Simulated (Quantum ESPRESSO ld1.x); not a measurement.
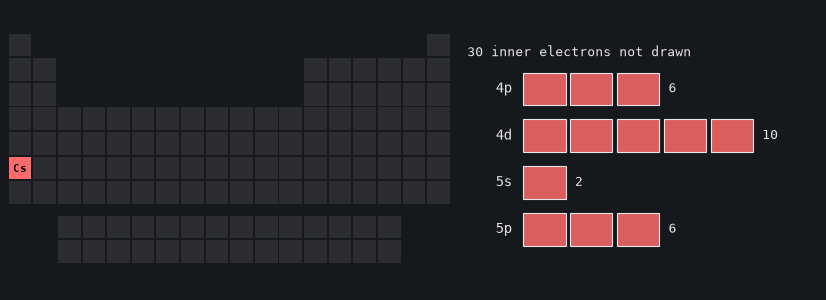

Left, the place of caesium in the periodic table; right, the outer shells as the input fills them: a box for each of the 2l + 1 orbitals, shaded by the share of the shell that is filled, with the electron count at the right.

Cs⁺: atomic calculation

System: Cs⁺, configuration typed as [Xe].
Method: radial all-electron Kohn-Sham run of Quantum ESPRESSO ld1.x with rel=0, dft='PBE' as typed.

## Input file
```
 &input
    iswitch=1,
    rel=0,
    dft='PBE',
    config='[Xe]',
    atom='Xx',
    prefix='ld1',
    max_out_wfc=37,
    file_charge='ld1.rho',
 /
```

Launched with:
```bash
OMP_NUM_THREADS=1 ld1.x < ld1.in > ld1.out
```

## The program's output
```
     Program LD1 v.7.5 starts

WARNING: Atom Xx not found
```

## What the run reported

```tsv
quantity	value
outcome	ended with an error
hardware	1 CPU thread, shared host
wall time	1.1 s
```

## Diagnosis

This input holds a deliberate fault: unknown element symbol. The run ended with an error: “WARNING: Atom Xx not found”.
